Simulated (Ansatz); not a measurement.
Consider AlN in the zinc blende structure (space group F-43m, No. 216; a = 4.403 Å).

The change: an isotropic linear strain of −1.26 %, atoms relaxed at fixed cell.

Method: Ansatz (an electronic-structure program), PBE, PAW, cutoff 420 eV, no spin-orbit coupling.

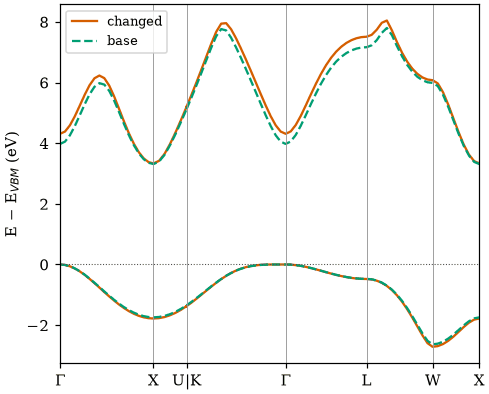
Highest valence and lowest conduction band along the path, each from its own valence-band maximum

Question: Read the changed gap and its character from the plot.

Answer: About 3.3 eV, indirect, Γ → X.

No phonon test of stability was made. This is not the structure that AlN has at room temperature and ambient pressure.
